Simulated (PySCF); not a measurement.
# C7H10O: a tour of settings

Aim: see how C7H10O (`C#C/C(=C/CC)CO`) answers to the choice of functional, basis, grid and SCF options.

Computed with PySCF 2.14.0, with density-fitted response routines of our own, on a single molecule in the gas phase. Atoms count from 0, in the outputs and in this text.

### 1 The starting structure

18 atoms, charge 0, multiplicity 1; geometry from: GFN2-xTB.

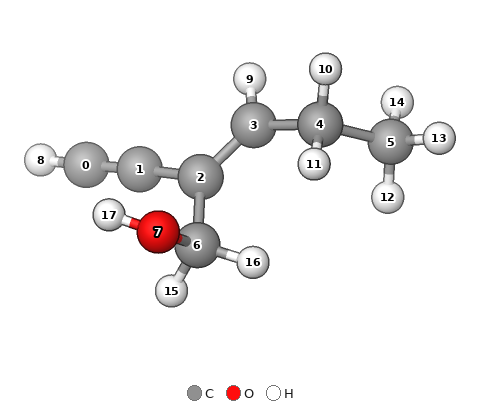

The starting geometry (carbon grey, oxygen red, hydrogen white), atoms numbered.

### 2 Nuclear shieldings: PBE0/pcSseg-1

The job: settings as JSON, then the geometry in Å.

```
{"job": {"kind": "nmr", "xc": "PBE0", "basis": "pcSseg-1"}, "charge": 0, "multiplicity": 1}
C      3.140648    -1.360350     0.353576
C      2.082489    -0.804843     0.232701
C      0.868494    -0.087806     0.083985
C     -0.284691    -0.624587     0.492533
C     -1.635609     0.006949     0.428969
C     -2.487172    -0.646322    -0.662338
C      1.025311     1.300827    -0.501329
O      1.268223     2.280239     0.488571
H      4.049828    -1.872699     0.461542
H     -0.264779    -1.631118     0.893630
H     -2.129838    -0.136520     1.393445
H     -1.558603     1.078862     0.249383
H     -2.035798    -0.491468    -1.639871
H     -3.486616    -0.218199    -0.669232
H     -2.571248    -1.717417    -0.490998
H      1.844752     1.289686    -1.236355
H      0.111656     1.616067    -1.007956
H      2.054196     2.025017     0.984794
```

With the program's defaults for keys left out, this is: GIAO PBE0/pcSseg-1 NMR shielding, non-relativistic, gas phase.

The run is started by

```console
OMP_NUM_THREADS=1 python probes_run.py task.json out
```

This one command runs all jobs of the session in turn.

What it wrote:

```text
coarse grid: 14888 points
cycle   1  E = -347.2770796484  dE =  1.030e+00  |g| = 6.852e-01  |ddm| = 3.902e+00
cycle   2  E = -347.2271047147  dE =  4.997e-02  |g| = 8.846e-01  |ddm| = 1.445e+00
cycle   3  E = -347.3711218007  dE = -1.440e-01  |g| = 1.097e-01  |ddm| = 8.880e-01
cycle   4  E = -347.3733334322  dE = -2.212e-03  |g| = 4.207e-02  |ddm| = 1.390e-01
cycle   5  E = -347.3736139679  dE = -2.805e-04  |g| = 2.667e-02  |ddm| = 5.066e-02
cycle   6  E = -347.3737826169  dE = -1.686e-04  |g| = 4.145e-03  |ddm| = 2.127e-02
cycle   7  E = -347.3737863954  dE = -3.779e-06  |g| = 1.300e-03  |ddm| = 3.982e-03
final grid: 143384 points
cycle   8  E = -347.4341750294  dE = -4.285e-05  |g| = 9.812e-03  |ddm| = 5.630e-02
cycle   9  E = -347.4341635283  dE =  1.150e-05  |g| = 1.264e-02  |ddm| = 1.912e-02
cycle  10  E = -347.4341960615  dE = -3.253e-05  |g| = 1.466e-03  |ddm| = 1.079e-02
cycle  11  E = -347.4341964657  dE = -4.042e-07  |g| = 4.138e-04  |ddm| = 1.363e-03
cycle  12  E = -347.4341964951  dE = -2.937e-08  |g| = 2.275e-04  |ddm| = 4.734e-04
cycle  13  E = -347.4341965077  dE = -1.263e-08  |g| = 3.985e-05  |ddm| = 1.964e-04
cycle  14  E = -347.4341965081  dE = -3.636e-10  |g| = 9.100e-06  |ddm| = 4.667e-05
converged SCF energy = -347.4341965081

GIAO shielding tensors (ppm)
atom      isotropic    diamagn.    paramagn.     s11        s22        s33       span
  0 C      102.009     259.680    -157.671     42.264     53.138    210.624    168.360
  1 C       95.945     251.896    -155.950    -12.017      2.810    297.043    309.059
  2 C       59.587     260.102    -200.515    -46.222     73.814    151.168    197.390
  3 C       29.377     255.381    -226.005    -92.598     35.453    145.275    237.873
  4 C      159.897     247.636     -87.739    143.364    166.199    170.128     26.764
  5 C      170.499     246.308     -75.809    158.631    166.475    186.390     27.759
  6 C      120.817     239.935    -119.117     95.606    112.995    153.851     58.245
  7 O      288.462     387.371     -98.909    259.886    285.072    320.428     60.542
  8 H       29.131      34.366      -5.235     24.950     25.249     37.196     12.246
  9 H       24.985      33.094      -8.108     21.930     23.754     29.271      7.342
 10 H       29.592      29.898      -0.306     25.227     27.934     35.616     10.389
 11 H       28.978      31.761      -2.783     24.436     29.243     33.256      8.820
 12 H       30.942      29.857       1.084     26.612     30.057     36.157      9.546
 13 H       30.458      27.473       2.985     26.161     27.394     37.820     11.659
 14 H       30.659      28.944       1.716     26.694     28.823     36.461      9.767
 15 H       27.325      28.578      -1.253     23.629     26.762     31.583      7.954
 16 H       27.193      29.805      -2.612     23.835     27.460     30.285      6.450
 17 H       30.911      31.060      -0.149     21.997     29.483     41.254     19.257
```

It took 20 s on 1 thread of Arm Neoverse V2, shared host; peak memory 0.83 GiB.

The references, computed at this level on geometries of the same kind, shield at (ppm): 1H TMS 31.72, 13C TMS 186.9, 17O H2O 336.1. Their shielding less the atom's gives the shift. The references are single molecules in the gas phase, so shifts against H2O, NH3, PH3, H3PO4 or CFCl3 are not on the usual liquid scales and can be off by tens of ppm. Atoms listed in one row are averaged.

```csv
atoms,environment,σ (ppm),δ (ppm),δ scaled to CDCl3
C3,alkene CH,29.4,157.5,151.9
C2,fully substituted alkene carbon,59.6,127.3,122.4
C1,alkyne carbon,95.9,91.0,86.9
C0,terminal alkyne carbon,102.0,84.9,81.0
C6,allylic sp3 CH2 bonded to O,120.8,66.1,62.6
C4,allylic sp3 CH2,159.9,27.0,24.5
C5,methyl carbon,170.5,16.4,14.1
H9,hydrogen on an alkene CH,24.99,6.73,6.45
"H15, H16",hydrogen on an allylic sp3 CH2 bonded to O,27.26,4.46,4.31
H8,hydrogen on a terminal alkyne carbon,29.13,2.59,2.54
"H10, H11",hydrogen on an allylic sp3 CH2,29.29,2.43,2.40
"H12, H13, H14",hydrogen on a methyl carbon,30.69,1.03,1.08
H17,hydrogen on an alcohol oxygen,30.91,0.81,–
O7,alcohol oxygen,288.5,47.6,–
```

The scaled column applies a straight-line fit of computed shieldings to shifts measured in CDCl3 (root-mean-square error 0.16 ppm for H, 1.9 ppm for C).

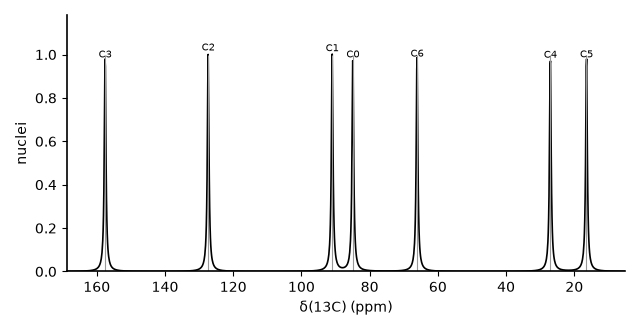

13C lines at the computed shifts, without couplings. Lines are broadened to a width of 0.56 ppm (Lorentzian).

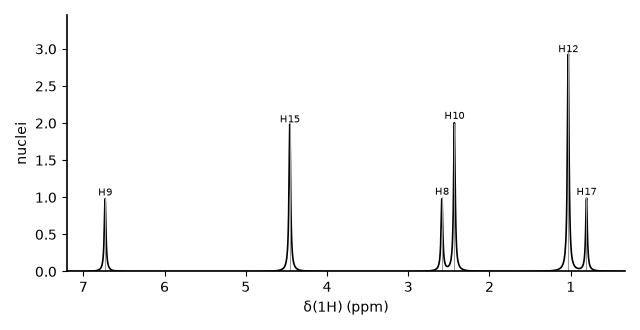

1H lines at the computed shifts, without couplings. Lines are broadened to a width of 0.02 ppm (Lorentzian).

The run also stored atomic charges by several schemes (e):

```csv
atoms,Mulliken,IAO,Hirshfeld,ESP fit
C0,-0.36,-0.25,-0.12,-0.44
C1,0.41,-0.03,-0.05,0.03
C2,-0.44,-0.05,-0.01,-0.10
C3,-0.06,-0.10,-0.01,-0.20
C4,-0.21,-0.26,-0.06,0.04
C5,-0.28,-0.41,-0.11,-0.28
C6,0.16,-0.05,0.00,0.15
O7,-0.45,-0.55,-0.23,-0.64
```

ESP fit charges:

C0 -0.44; C1 0.03; C2 -0.10; C3 -0.20; C4 0.04; C5 -0.28; C6 0.15; O7 -0.64; H8 0.30; H9 0.17; H10 0.05; H11 0.07; H12 0.07; H13 0.07; H14 0.09; H15 0.05; H16 0.12; H17 0.43

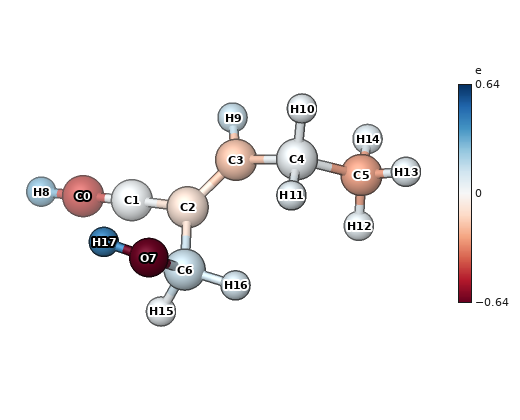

ESP fit charges, as colours on the atoms.

Mayer bond orders: C0–C1 2.38, C1–C2 1.02, C2–C3 1.80, C3–C4 1.06, C4–C5 1.03, C2–C6 1.06, C6–O7 0.96.

### 3 TDDFT and polarisability: PBE0/def2-SVPD

Same as in step 2 but for these lines:

```diff
@@ -1,2 +1,2 @@
-{"job": {"kind": "nmr", "xc": "PBE0", "basis": "pcSseg-1"}, "charge": 0, "multiplicity": 1}
+{"job": {"kind": "uv", "xc": "PBE0", "basis": "def2-SVPD", "nstates": 6, "ntriplets": 2}, "charge": 0, "multiplicity": 1}
 C      3.140648    -1.360350     0.353576
```

Level: TDDFT PBE0/def2-SVPD, vertical, gas phase, core orbitals frozen in the response.

What it wrote:

```text
coarse grid: 14888 points
cycle   1  E = -347.0925375562  dE =  9.530e-01  |g| = 6.450e-01  |ddm| = 1.438e+01
cycle   2  E = -347.0253978593  dE =  6.714e-02  |g| = 8.916e-01  |ddm| = 3.138e+00
cycle   3  E = -347.1807593437  dE = -1.554e-01  |g| = 1.138e-01  |ddm| = 1.288e+00
cycle   4  E = -347.1833614482  dE = -2.602e-03  |g| = 3.639e-02  |ddm| = 3.681e-01
cycle   5  E = -347.1835620564  dE = -2.006e-04  |g| = 2.469e-02  |ddm| = 1.252e-01
cycle   6  E = -347.1837092236  dE = -1.472e-04  |g| = 4.662e-03  |ddm| = 5.484e-02
cycle   7  E = -347.1837145364  dE = -5.313e-06  |g| = 1.019e-03  |ddm| = 1.151e-02
final grid: 143384 points
cycle   8  E = -347.2429974276  dE = -4.658e-05  |g| = 9.227e-03  |ddm| = 2.144e-01
cycle   9  E = -347.2429855107  dE =  1.192e-05  |g| = 1.211e-02  |ddm| = 4.742e-02
cycle  10  E = -347.2430169940  dE = -3.148e-05  |g| = 1.563e-03  |ddm| = 2.053e-02
cycle  11  E = -347.2430175075  dE = -5.134e-07  |g| = 3.925e-04  |ddm| = 3.691e-03
cycle  12  E = -347.2430175350  dE = -2.748e-08  |g| = 2.160e-04  |ddm| = 1.076e-03
cycle  13  E = -347.2430175464  dE = -1.147e-08  |g| = 5.066e-05  |ddm| = 4.871e-04
cycle  14  E = -347.2430175470  dE = -5.957e-10  |g| = 1.466e-05  |ddm| = 1.662e-04
converged SCF energy = -347.2430175470

Static polarisability (au): isotropic 92.190, principal 67.512 81.793 127.264

Singlet excitations
state   eV       nm        f      main configurations
  1   5.4368    228.0   0.07657   H-1->L 0.65, H->L 0.18, H-2->L 0.12
  2   5.4632    226.9   0.27701   H->L 0.70, H-1->L 0.22
  3   6.0068    206.4   0.02412   H-2->L 0.84, H-1->L 0.11
  4   6.2179    199.4   0.00934   H->L+3 0.60, H->L+1 0.18, H->L+2 0.10
  5   6.4326    192.7   0.00322   H->L+1 0.76, H->L+3 0.12, H->L+2 0.10
  6   6.9313    178.9   0.01284   H->L+2 0.76, H->L+3 0.18

Triplet excitations (Tamm-Dancoff, eV): 3.3540 5.1051
```

It took 36 s on 1 thread of Arm Neoverse V2, shared host; peak memory 0.94 GiB.

The orbitals next to the gap, with their largest atomic shares:

```csv
orbital,eV,atoms
HOMO−3,-9.29,"C1 21 %, O7 20 %, C0 14 %"
HOMO−2,-8.29,"O7 35 %, C1 20 %, C0 19 %"
HOMO−1,-7.92,"O7 29 %, C0 24 %, C1 20 %"
HOMO,-6.90,"C0 23 %, C3 22 %, C2 19 %"
LUMO,-0.91,"C3 28 %, C2 19 %, C0 14 %"
LUMO+1,0.62,"C0 14 %, C1 11 %, O7 10 %"
LUMO+2,0.95,"O7 16 %, C5 15 %, C0 12 %"
```

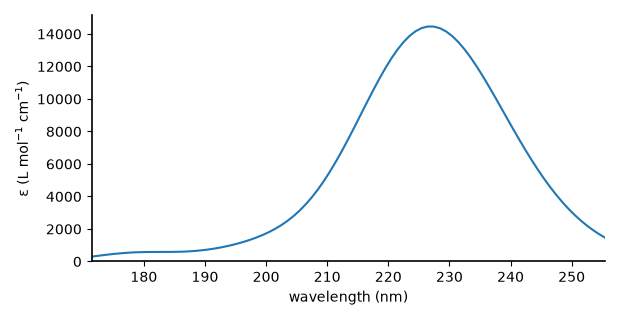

Absorption spectrum: each of the 6 states is a Gaussian band of 0.4 eV half-width at 1/e. Beyond the last state computed it falls off for lack of states.

Further results of this job:

```csv
property,computed
dipole moment (D),1.23
polarisability (Å³),13.66
HOMO–LUMO gap (eV),5.99
−ε(HOMO) (eV),6.90
```

### 4 Shielding tensors: PBE0/3-21G

Same as in step 3 but for these lines:

```diff
@@ -1,2 +1,2 @@
-{"job": {"kind": "uv", "xc": "PBE0", "basis": "def2-SVPD", "nstates": 6, "ntriplets": 2}, "charge": 0, "multiplicity": 1}
+{"job": {"kind": "nmr", "xc": "PBE0", "basis": "3-21G", "pop": true, "scf": {"level_shift": 0.1, "guess": "huckel"}}, "charge": 0, "multiplicity": 1}
 C      3.140648    -1.360350     0.353576
```

Method: GIAO PBE0/3-21G NMR shielding, non-relativistic, gas phase.

What it wrote:

```text
final grid: 143384 points
cycle   1  E = -343.1239017609  dE = -1.331e+00  |g| = 3.186e+00  |ddm| = 6.034e+00
cycle   2  E = -339.2513962203  dE =  3.873e+00  |g| = 4.409e+00  |ddm| = 7.499e+00
cycle   3  E = -345.4118943234  dE = -6.160e+00  |g| = 7.069e-01  |ddm| = 6.200e+00
cycle   4  E = -345.5173727765  dE = -1.055e-01  |g| = 4.019e-01  |ddm| = 1.376e+00
cycle   5  E = -345.5575765067  dE = -4.020e-02  |g| = 7.384e-02  |ddm| = 4.291e-01
cycle   6  E = -345.5590016183  dE = -1.425e-03  |g| = 2.558e-02  |ddm| = 1.030e-01
cycle   7  E = -345.5591962178  dE = -1.946e-04  |g| = 8.962e-03  |ddm| = 4.519e-02
cycle   8  E = -345.5592177039  dE = -2.149e-05  |g| = 4.752e-03  |ddm| = 1.511e-02
cycle   9  E = -345.5592242574  dE = -6.554e-06  |g| = 1.012e-03  |ddm| = 6.054e-03
cycle  10  E = -345.5592247910  dE = -5.336e-07  |g| = 3.228e-04  |ddm| = 2.133e-03
cycle  11  E = -345.5592248688  dE = -7.784e-08  |g| = 1.191e-04  |ddm| = 8.732e-04
cycle  12  E = -345.5592248790  dE = -1.019e-08  |g| = 5.425e-05  |ddm| = 3.217e-04
cycle  13  E = -345.5592248807  dE = -1.673e-09  |g| = 1.965e-05  |ddm| = 1.166e-04
cycle  14  E = -345.5592248809  dE = -2.317e-10  |g| = 9.993e-06  |ddm| = 5.599e-05
level shift removed, Fock matrix diagonalised once more
converged SCF energy = -345.5592248809

GIAO shielding tensors (ppm)
atom      isotropic    diamagn.    paramagn.     s11        s22        s33       span
  0 C      133.397     272.033    -138.636     84.503     93.828    221.859    137.356
  1 C      130.805     265.004    -134.198     43.975     54.626    293.815    249.840
  2 C       99.300     244.850    -145.550     14.267    111.488    172.146    157.879
  3 C       75.020     246.976    -171.956    -25.448     78.672    171.837    197.285
  4 C      185.123     242.108     -56.986    168.908    190.760    195.700     26.792
  5 C      193.826     244.873     -51.047    184.300    189.285    207.893     23.593
  6 C      150.422     238.767     -88.345    127.040    145.673    178.553     51.513
  7 O      306.587     384.326     -77.739    273.869    298.228    347.664     73.795
  8 H       30.346      30.570      -0.223     26.454     26.793     37.792     11.337
  9 H       26.576      31.219      -4.642     24.084     25.620     30.024      5.940
 10 H       30.994      31.384      -0.391     26.020     29.429     37.531     11.511
 11 H       30.263      29.444       0.819     25.174     30.804     34.811      9.638
 12 H       32.195      27.803       4.391     27.504     31.464     37.616     10.113
 13 H       31.865      30.172       1.693     27.192     28.909     39.495     12.302
 14 H       32.003      29.575       2.428     27.782     30.132     38.096     10.314
 15 H       28.831      29.638      -0.807     24.716     28.340     33.437      8.721
 16 H       28.324      27.777       0.547     24.635     28.646     31.690      7.055
 17 H       33.462      30.318       3.144     24.956     32.263     43.167     18.210
```

Wall time 8.6 s (1 thread of Arm Neoverse V2, shared host); peak memory 0.57 GiB.

This run: δ C3 134.5, C2 110.2, C1 78.7, C0 76.1, H9 6.69, H15 4.69 ppm (means over like atoms).

### 5 NMR shieldings: PBE0/6-31G*

Same as in step 4 but for these lines:

```diff
@@ -1,2 +1,2 @@
-{"job": {"kind": "nmr", "xc": "PBE0", "basis": "3-21G", "pop": true, "scf": {"level_shift": 0.1, "guess": "huckel"}}, "charge": 0, "multiplicity": 1}
+{"job": {"kind": "nmr", "xc": "PBE0", "basis": "6-31G*", "pop": false, "grid": 1}, "charge": 0, "multiplicity": 1}
 C      3.140648    -1.360350     0.353576
```

With the program's defaults for keys left out, this is: GIAO PBE0/6-31G* NMR shielding, non-relativistic, gas phase.

What it wrote:

```text
final grid: 66160 points
cycle   1  E = -347.3566945179  dE =  1.039e+00  |g| = 6.904e-01  |ddm| = 4.180e+00
cycle   2  E = -347.3106828076  dE =  4.601e-02  |g| = 8.670e-01  |ddm| = 1.504e+00
cycle   3  E = -347.4567878191  dE = -1.461e-01  |g| = 1.115e-01  |ddm| = 9.272e-01
cycle   4  E = -347.4592452162  dE = -2.457e-03  |g| = 4.341e-02  |ddm| = 1.582e-01
cycle   5  E = -347.4595554215  dE = -3.102e-04  |g| = 2.698e-02  |ddm| = 5.746e-02
cycle   6  E = -347.4597352278  dE = -1.798e-04  |g| = 3.708e-03  |ddm| = 2.720e-02
cycle   7  E = -347.4597382600  dE = -3.032e-06  |g| = 1.309e-03  |ddm| = 4.325e-03
cycle   8  E = -347.4597386681  dE = -4.081e-07  |g| = 3.548e-04  |ddm| = 1.470e-03
cycle   9  E = -347.4597387004  dE = -3.235e-08  |g| = 9.570e-05  |ddm| = 4.556e-04
cycle  10  E = -347.4597387031  dE = -2.710e-09  |g| = 1.399e-05  |ddm| = 1.261e-04
cycle  11  E = -347.4597387032  dE = -5.195e-11  |g| = 4.137e-06  |ddm| = 2.621e-05
converged SCF energy = -347.4597387032

GIAO shielding tensors (ppm)
atom      isotropic    diamagn.    paramagn.     s11        s22        s33       span
  0 C      120.802     284.622    -163.820     68.355     77.901    216.150    147.796
  1 C      117.194     241.285    -124.091     22.240     34.303    295.039    272.799
  2 C       79.659     259.630    -179.971    -13.643     91.724    160.897    174.540
  3 C       52.960     254.742    -201.782    -54.967     57.089    156.758    211.724
  4 C      171.620     246.443     -74.823    157.357    177.021    180.481     23.124
  5 C      180.762     246.503     -65.741    170.582    176.810    194.895     24.313
  6 C      134.168     243.396    -109.229    110.970    127.544    163.989     53.018
  7 O      294.039     387.917     -93.878    266.948    287.874    327.295     60.347
  8 H       30.109      32.454      -2.345     26.310     26.650     37.367     11.056
  9 H       25.805      31.344      -5.540     23.039     24.543     29.832      6.792
 10 H       30.264      30.037       0.227     26.120     28.758     35.915      9.795
 11 H       29.589      31.348      -1.759     25.089     29.925     33.754      8.665
 12 H       31.570      29.550       2.020     27.265     30.882     36.562      9.297
 13 H       31.178      28.800       2.378     26.991     28.453     38.091     11.100
 14 H       31.338      29.350       1.988     27.414     29.657     36.942      9.528
 15 H       28.112      28.829      -0.717     24.597     27.627     32.110      7.513
 16 H       27.886      30.168      -2.282     24.612     28.242     30.803      6.192
 17 H       31.995      28.496       3.499     23.299     30.687     41.999     18.700
```

Run time: 7.9 s. Hardware: 1 thread of Arm Neoverse V2, shared host; peak memory 0.71 GiB.

In short: δ C3 143.4, C2 116.7, C1 79.2, C0 75.6, H9 6.61, H15 4.41 ppm (means over like atoms).

### 6 TDDFT and polarisability: BLYP/cc-pVDZ

Same as in step 5 but for these lines:

```diff
@@ -1,4 +1,4 @@
-{"job": {"kind": "nmr", "xc": "PBE0", "basis": "6-31G*", "pop": false, "grid": 1}, "charge": 0, "multiplicity": 1}
+{"job": {"kind": "uv", "xc": "BLYP", "basis": "cc-pVDZ", "nstates": 3, "ntriplets": 2, "tda": true, "scf": {"max_cycle": 52}}, "charge": 0, "multiplicity": 1}
 C      3.140648    -1.360350     0.353576
-C      2.082489    -0.804843     0.232701
+C      3.034832    -1.304799     0.341488
 C      0.868494    -0.087806     0.083985
```

Method: TDA BLYP/cc-pVDZ, vertical, gas phase, core orbitals frozen in the response.

What it wrote:

```text
final grid: 143384 points
cycle   1  E = -255.0502336769  dE =  2.803e+01  |g| = 1.209e+00  |ddm| = 3.086e+02
cycle   2  E = -252.9453387683  dE =  2.105e+00  |g| = 2.753e+00  |ddm| = 4.520e+01
cycle   3  E = -255.2618213326  dE = -2.316e+00  |g| = 4.699e-01  |ddm| = 3.335e+01
cycle   4  E = -255.2806845945  dE = -1.886e-02  |g| = 4.189e-01  |ddm| = 5.311e+00
cycle   5  E = -255.3176846199  dE = -3.700e-02  |g| = 1.856e-01  |ddm| = 1.323e+00
cycle   6  E = -255.3260040879  dE = -8.319e-03  |g| = 7.575e-02  |ddm| = 1.035e+00
cycle   7  E = -255.3275711388  dE = -1.567e-03  |g| = 1.769e-02  |ddm| = 6.168e-01
cycle   8  E = -255.3276343649  dE = -6.323e-05  |g| = 7.445e-03  |ddm| = 1.156e-01
cycle   9  E = -255.3276508662  dE = -1.650e-05  |g| = 1.090e-03  |ddm| = 6.231e-02
cycle  10  E = -255.3276511952  dE = -3.290e-07  |g| = 3.930e-04  |ddm| = 1.060e-02
cycle  11  E = -255.3276512314  dE = -3.627e-08  |g| = 1.224e-04  |ddm| = 2.069e-03
cycle  12  E = -255.3276512347  dE = -3.318e-09  |g| = 4.140e-05  |ddm| = 4.185e-04
cycle  13  E = -255.3276512352  dE = -4.513e-10  |g| = 3.441e-06  |ddm| = 3.870e-04
converged SCF energy = -255.3276512352

Static polarisability (au): isotropic 93.391, principal 59.061 80.942 140.170

Singlet excitations
state   eV       nm        f      main configurations
  1   4.0314    307.5   0.02809   H->L 0.96
  2   4.6610    266.0   0.03300   H->L+2 0.92
  3   4.9773    249.1   0.10843   H-1->L 0.31, H->L+1 0.29, H-1->L+1 0.21

Triplet excitations (Tamm-Dancoff, eV): 3.4964 3.8810
```

It took 25 s on 1 thread of Arm Neoverse V2, shared host; peak memory 0.53 GiB.

The run ended normally, but its values are not to be used for the molecule: one atom of the first bond was moved so that the bond is 0.1 times as long. Its HOMO lies at -3.64 eV, against -6.90 eV in step 3 (PBE0/def2-SVPD), a different level, so the two don't compare directly.

### 7 Comparing the runs: NMR shifts

Shifts (ppm) of some atoms, chosen among heavy atoms and hydrogens apart, with basis size and wall time:

```csv
run,C3,C2,C1,C0,H8,H17,O7,functions,time
PBE0/pcSseg-1,157.5,127.3,91.0,84.9,2.59,0.81,47.6,186,20 s
PBE0/3-21G,134.5,110.2,78.7,76.1,2.92,-0.19,25.5,92,8.6 s
PBE0/6-31G*,143.4,116.7,79.2,75.6,2.30,0.42,31.9,132,7.9 s
```

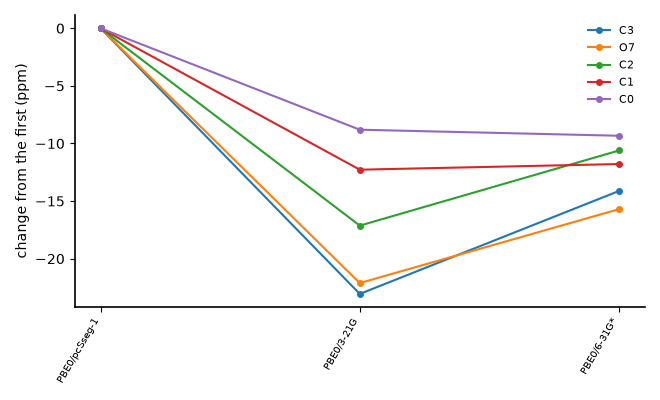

How five of the tabulated atoms move from run to run.

### 8 What came out

| quantity | value |
| --- | --- |
| 13C shifts against TMS (PBE0/pcSseg-1) | 157.5, 127.3, 91.0, 84.9, 66.1, 27.0, 16.4 ppm |
| 1H shifts against TMS (PBE0/pcSseg-1, means over atoms taken as alike) | 6.73, 4.46, 2.59, 2.43, 1.03, 0.81 ppm |
| 17O shifts against H2O (PBE0/pcSseg-1) | 47.6 ppm |
| lowest singlet (PBE0/def2-SVPD) | 5.44 eV (228 nm), f = 0.077 |
| brightest single state of those computed | state 2, 5.46 eV, f = 0.277 |
| lowest triplet | 3.35 eV |
| range of the shift of C3 | 134.5 to 157.5 ppm |
| property runs in this session | 5, of which 0 failed and 1 gave unsound results |

**Reading.** Single values in the summary come from the first run of each kind that ended normally (PBE0/pcSseg-1; PBE0/def2-SVPD), which need not be the best level. H9 (hydrogen on an alkene CH) lies farthest downfield among hydrogen, at 6.73 ppm; olefinic region. At PBE0/pcSseg-1: The widest tensor belongs to C1: span 309 ppm, with a paramagnetic part of -156 ppm. The lowest singlet, at 5.44 eV, is HOMO−1→LUMO 0.65, HOMO→LUMO 0.18 and is bright; of the 6 states computed, the strongest absorption comes from states 1 to 2 together at 5.46 eV. The lowest triplet lies 2.08 eV below the lowest singlet (triplets in Tamm-Dancoff, singlets in full TDDFT). In ppm, C3 moves most: its shift spreads over 23.1 ppm, from 134.5 (PBE0/3-21G) to 157.5 (PBE0/pcSseg-1).
